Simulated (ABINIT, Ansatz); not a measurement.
# Quasiparticle gap of NaF (Villiaumite) in ABINIT, part 3 of 3

How does a plane-wave GW calculation on NaF (Villiaumite) run from the first input to the gap?

ABINIT 10.8.3; PBE and many-body steps on it, plane waves. Known limits of the many-body steps: not at the basis limit.

So far. Step 4 (Empty states on the mesh, 6×6×6 mesh, 463 bands): On this mesh the gap is 6.390 eV. Step 5 (Screening, 6×6×6 mesh, 455 bands, screening to 435.4 eV): Local fields lower ε∞ by 5 %.

The database entry behind the starting cell differs from later determinations by our own check (0.1 to 0.3 % short, probably kX units), so it need not match the best structure at ambient conditions.

### Step 6. Self-energy, 6×6×6 mesh, 455 bands, screening to 435.4 eV

The self-energy is evaluated for the states that the input lists, and the levels follow from it, in one-shot runs by the linearised quasiparticle equation.

This step: G0W0 on PBE, plane waves, norm-conserving pseudopotentials.

run.abi reads:

```
acell 3*1.0 Angstrom
rprim 
  0.000000000000 2.310000000000 2.310000000000
  2.310000000000 0.000000000000 2.310000000000
  2.310000000000 2.310000000000 0.000000000000
ntypat 2
znucl 11 9
natom 2
typat 1 2
xred 
  0.000000000000 0.000000000000 0.000000000000
  0.500000000000 0.500000000000 0.500000000000
pp_dirpath "pseudos"
pseudos "Na.upf, F.upf"
ecut 38
ngkpt 6 6 6
nshiftk 1
shiftk 0 0 0
kptopt 1
chksymbreak 0
istwfk *1
occopt 1
irdwfk 1
optdriver 4
nband 455
gwcalctyp 0
ecutsigx 38
symsigma 1
nkptgw 1
kptgw 
  0.0000000000 0.0000000000 0.0000000000
bdgw 
  6 12
ecuteps 16
irdscr 1
ppmodel 1
indata_prefix "in"
outdata_prefix "out"
tmpdata_prefix "tmp"
```

Started as:

```console
OMP_NUM_THREADS=1 mpirun -n 4 abinit run.abi > log
```

Numbers of over 12 decimals in the logs are rounded to 6 here.

What it wrote:

```text
.Version 10.8.3 of ABINIT. v10.8.2 released Aug 2026.

 Symmetries : space group Fm -3 m (#225); Bravais cF (face-center cubic)
[... echo of the input left out ...]
== DATASET  1 ==================================================================
-   mpi_nproc: 4, omp_nthreads: 1 (-1 if OMP is not activated)

--- !DatasetInfo
iteration_state: {dtset: 1, }
dimensions: {natom: 2, nkpt: 16, mband: 455, nsppol: 1, nspinor: 1, nspden: 1, mpw: 1874, }
cutoff_energies: {ecut:  38.0, pawecutdg:  -1.0, }
electrons: {nelect:   1.60000000E+01, charge:   0.00000000E+00, occopt:   1.00000000E+00, tsmear:   1.00000000E-02, }

 SIGMA: Calculation of the GW corrections

 Based on a program developped by R.W. Godby, V. Olevano, G. Onida, and L. Reining.
 Incorporated in ABINIT by V. Olevano, G.-M. Rignanese, and M. Torrent.
.Using double precision arithmetic ; gwpc =  8

[... cell and pseudopotentials left out ...]
--------------------------------------------------------------------------------

 ==== K-mesh for the wavefunctions ====
 Number of points in the irreducible wedge :    16
[... list of points left out ...]
 Together with 48 symmetry operations and time-reversal symmetry
 yields   216 points in the full Brillouin Zone.

 ==== Q-mesh for screening function ====
 Number of points in the irreducible wedge :    16
[... list of points left out ...]
 Together with 48 symmetry operations and time-reversal symmetry
 yields   216 points in the full Brillouin Zone.

 vcoul_init : cutoff-mode = AUXILIARY_FUNCTION
 q-points for optical limit:   1
     1)      0.000010    0.000020    0.000030
 setmesh: FFT mesh size selected  =    36x   36x   36
          total number of points  =        46656

 Number of electrons calculated from density =   16.0000; Expected =   16.0000
 average of density, n =  0.096174
 r_s =    1.3540
 omega_plasma =   29.9147 [eV]

 === KS Band Gaps ===
  >>>> For spin  1
   Minimum direct gap =   6.3895 [eV], located at k-point      :   0.0000  0.0000  0.0000
   Fundamental gap    =   6.3895 [eV], Top of valence bands at :   0.0000  0.0000  0.0000
                                       Bottom of conduction at :   0.0000  0.0000  0.0000
 SIGMA fundamental parameters:
 PLASMON POLE MODEL  1
 number of plane-waves for SigmaX                 1837
 number of plane-waves for SigmaC and W            531
 number of plane-waves for wavefunctions          1837
 number of bands                                   455
 number of independent spin polarizations            1
 number of spinorial components                      1
 number of k-points in IBZ                          16
 number of q-points in IBZ                          16
 number of symmetry operations                      48
 number of k-points in BZ                          216
 number of q-points in BZ                          216
 number of frequencies for dSigma/dE                 9
 frequency step for dSigma/dE [eV]                0.25
 number of omega for Sigma on real axis              0
 max omega for Sigma on real axis  [eV]           0.00
 zcut for avoiding poles [eV]                     0.10

 EPSILON^-1 parameters (SCR file):
 dimension of the eps^-1 matrix on file            531
 dimension of the eps^-1 matrix used               531
 number of plane-waves for wavefunctions          1837
 number of bands                                   455
 number of q-points in IBZ                          16
 number of frequencies                               2
 number of real frequencies                          1
 number of imag frequencies                          1

 matrix elements of self-energy operator (all in [eV])

 Perturbative Calculation

--- !SelfEnergy_ee
iteration_state: {dtset: 1, }
kpoint     : [   0.000,    0.000,    0.000, ]
spin       : 1
KS_gap     :    6.390
QP_gap     :   10.786
Delta_QP_KS:    4.397
data: !SigmaeeData |
     Band     E0 <VxcDFT>   SigX SigC(E0)      Z dSigC/dE  Sig(E)    E-E0       E
        6  -1.330 -22.508 -30.235   3.980   0.821  -0.218 -25.583  -3.075  -4.405
        7  -1.330 -22.508 -30.235   3.980   0.821  -0.218 -25.583  -3.075  -4.405
        8  -1.330 -22.508 -30.235   3.980   0.821  -0.218 -25.583  -3.075  -4.405
        9   5.060  -9.465  -5.324  -2.679   0.904  -0.107  -8.144   1.321   6.381
       10  17.827  -7.169  -2.170  -3.245   0.906  -0.104  -5.580   1.589  19.416
       11  17.827  -7.169  -2.170  -3.245   0.906  -0.104  -5.580   1.589  19.416
       12  17.827  -7.169  -2.170  -3.245   0.906  -0.104  -5.580   1.589  19.416

== END DATASET(S) ==============================================================
================================================================================

 -outvars: echo values of variables after computation  --------
           etotal      0.0000000000E+00
            nband         455
             nkpt          16
          spgroup         225
 [... the other variables as echoed above ...]

 Calculation completed.
```

It took 2.4 min on 4 MPI ranks of Intel Xeon Platinum 8488C (Sapphire Rapids), shared host; peak memory 3.8 GiB; 9.7 min of CPU time.

Numbers from this step:

* G0W0 gap on the points computed: 10.79 eV
* starting gap on the mesh: 6.390 eV
* k of the valence top: 0, 0, 0
* k of the conduction bottom: 0, 0, 0
* Z at the valence top: 0.821
* Z at the conduction bottom: 0.904
* least direct G0W0 gap on the computed points: 10.79 eV

The gap on the mesh goes from 6.39 eV to 10.79 eV, a correction of +4.40 eV.

Limits: finite bands, cutoff and mesh. v1 is the top filled band, c1 the lowest empty one. Levels before and after the correction, in eV, zero at the valence-band top of each column:

|  | conduction bottom | valence top |
| --- | --- | --- |
| Kohn-Sham | 6.39 | 0.00 |
| G0W0 | 10.79 | 0.00 |

|  | level | energy (eV) |
| --- | --- | --- |
| Kohn-Sham | Γ v3-v1 | 0.000 |
| Kohn-Sham | Γ c1 | 6.390 |
| Kohn-Sham | Γ c2-c4 | 19.156 |
| G0W0 | Γ v3-v1 | 0.000 |
| G0W0 | Γ c1 | 10.786 |
| G0W0 | Γ c2-c4 | 23.821 |

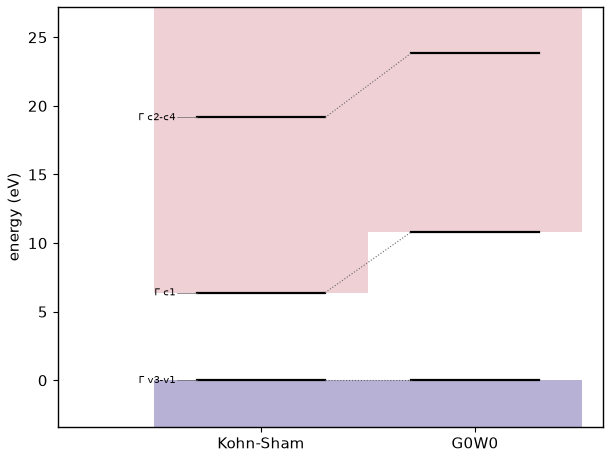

Levels before and after the correction. Shaded: valence and conduction bands.

### Step 7. Where the time went

Times are wall times on 4 MPI ranks of Intel Xeon Platinum 8488C (Sapphire Rapids), shared host, good to a factor of about two.

| step | time | share | memory (GiB) |
| --- | --- | --- | --- |
| ground state | 8.6 s | 1 % | 0.31 |
| bands along the symmetry lines | 5.2 s | 0 % | 0.29 |
| empty states on the mesh | 19 s | 2 % | 1.1 |
| screening | 15 min | 84 % | 3.6 |
| self-energy | 2.4 min | 13 % | 3.8 |

### Step 8. What came out

```
PBE gap              : 6.39 eV, direct
G0W0 gap on the mesh : 10.79 eV
GW settings          : 6×6×6 mesh, 455 bands, screening to 435.4 eV, Godby-Needs plasmon pole
known limits         : not at the basis limit
```

**Reading.** G0W0 moves the gap on the mesh from 6.39 eV to 10.79 eV (+4.40 eV), with Z of 0.82 and 0.90 at the edges. Local fields lower the RPA ε∞ on this mesh from 1.90 to 1.80. Only 1 of the mesh's irreducible points was corrected, so a valley elsewhere could overtake. The dearest step here is «screening». Bands and cutoff are finite, so the gap is not at the basis limit. The miss can reach some tenths of an eV and take either sign; the mesh is an error of its own. In the G0W0 run levels were corrected at 1 k point alone, so a gap called «on the mesh» is the least over those, and an edge elsewhere would be missed.

[Paths, hosts, dates, memory and timing lines, banners, echoed tables and standing remarks are left out of the program output.]

[Logs are printed without paths, hosts, clocks, repeated set-up lines and the standing remarks that a program may print on its own settings, such as how far it seeks lower states.]

[Runs of the session that timed out or met a known fault of the program may be left out.]

[Hosts, paths, dates, database ids (printed as entryN), source tags and the programs' standing remarks are cut or masked in the printed files.]

[G0W0 gaps are taken among the corrected bands and points alone; a level outside them can change the order at an edge.]

[Where Ansatz stands beside ABINIT at settings called matched, ABINIT's density can come from a denser mesh and the files from another edition; pairs whose starting gaps differed by over 0.03 eV were left out, so agreement reads better than it is.]
